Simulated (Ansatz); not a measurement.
The calculation's input:

```
crystal:
  periodic: [false, false, false]
  atoms:
    - {symbol: Ga, position_ang: [-1.425513, 2.082486, -0.278374]}
    - {symbol: N, position_ang: [-2.948070, 2.376099, -1.023344]}
    - {symbol: "N", position_ang: [0.233948, 1.437454, 0.064013]}
    - {symbol: H, position_ang: [-3.512920, 3.043496, -0.492744]}
    - {symbol: H, position_ang: [1.006900, 2.088202, 0.008620]}
    - {symbol: H, position_ang: [0.343097, 0.839371, 0.872950]}
basis:
  gaussian:
    orbitals: def2-TZVPD
hamiltonian:
  xc: {name: PBE0}
output:
  forces: true
  orbitals: {seedname: orbitals}
```

Command:

```sh
ansatz run input.yaml --threads 2 --pin off --max-ram 4350MiB --events-out events.jsonl --progress --plain --runs-dir runs
```

Geometry: B3LYP-D3(BJ)/6-311G**.

Computed with isolated molecule in a Gaussian basis; Kohn-Sham density functional theory, functional PBE0 (Ansatz 0.2.0).

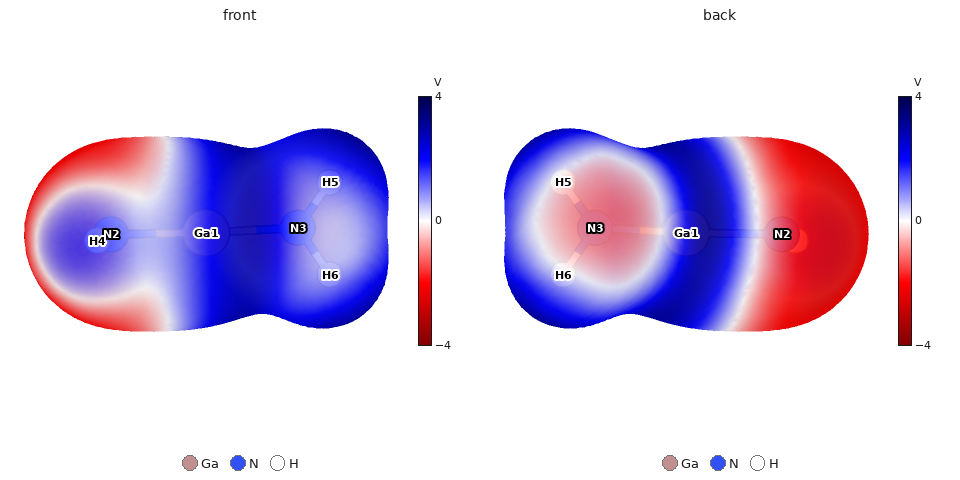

GaH3N2. The electrostatic potential painted on the density surface at 0.004 e/bohr³, seen from the front and from behind; the colour scale runs from red (negative) to blue (positive).

### Where is the surface potential most negative and most positive?

The most negative region (about −2.5 V, or −58 kcal/mol for a unit charge) lies over N2, the most positive (about +3.1 V, or +71 kcal/mol for a unit charge) over Ga1, H5 and H6. N2 is the likeliest acceptor of a hydrogen bond.

### How polar is the molecule by this calculation?

Its dipole moment is 4.55 D.
